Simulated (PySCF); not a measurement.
**C₆H₇F₂ (SMILES FC(F)C12C[C](C1)C2) (doublet): density, localisation and related maps**

```xyz
15

F     2.1848   -0.3953    1.1127
C     1.5515   -0.5973   -0.0668
F     1.5330   -1.9362   -0.2672
C     0.1428   -0.0430   -0.0205
C    -0.8730   -0.1142   -1.1703
C    -1.5029    0.6056    0.0328
C    -0.9487   -0.4727    0.9747
C    -0.2189    1.4311    0.2137
H     2.1629   -0.1425   -0.8633
H    -1.2594   -1.0961   -1.4225
H    -0.6606    0.4818   -2.0524
H    -0.7962   -0.1996    2.0136
H    -1.3380   -1.4795    0.8665
H     0.0378    2.1322   -0.5743
H    -0.0196    1.8337    1.2012
```

Geometry: GFN2-xTB.

The calculation used UKS B3LYP, pcH-1 on C F H, non-relativistic, mean-field spin-orbit, GIAO (PySCF).

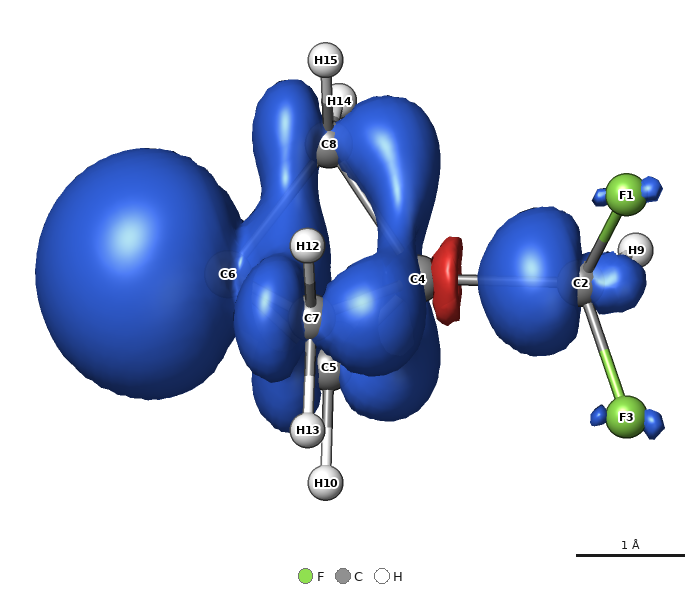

Figure 1. Isosurfaces of the spin density (α minus β) at +0.015 (blue) and −0.015 e/Å³ (red), seen at a tilt.

Describe the spin distribution.

Answer. The unpaired spin (1 electron) lies mostly on C6 (about 0.7), in electrons by Hirshfeld's partition.

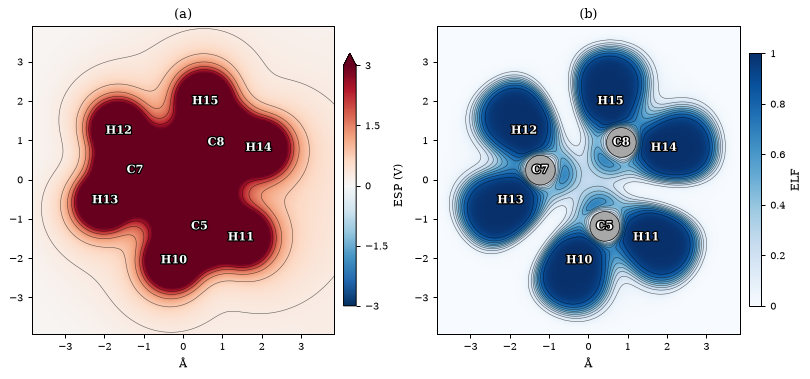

Figure 2. (a) molecular electrostatic potential; (b) ELF on the plane of atoms H12, C7 and H13. Grey discs cover the atomic cores in the ELF map.

Read the bonding off the picture.

Answer.
- The section cuts through C and H sites.
- C–H (1.08 Å): the ELF climbs to about 1 towards the hydrogen, as it does in any bond to H; an ordinary covalent bond to hydrogen.
- The potential has no marked negative region in this plane.

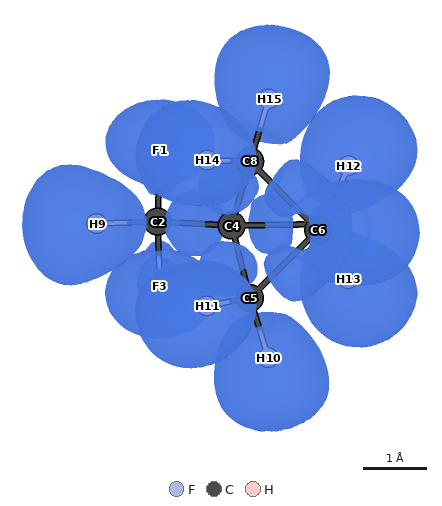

Figure 3. Isosurface of the ELF at 0.75 (blue), seen at an oblique angle. Core shells and regions of very low density are left out.

Describe the localisation domains.

Answer. The surface consists of four regions between bonded C–C atoms (shared pairs), seven regions around hydrogen nuclei, one region on C in which the atom's valence shell and bonds are merged and two regions on F in which the atom's valence shell and bonds are merged. Along the contacts the grid gives the following. C–F (1.35 Å): the ELF peaks at about 0.85 between the atoms, as expected for a shared but strongly polarised pair. C–C (1.51 Å): the ELF peaks at about 0.95 between the atoms; a covalent bond.
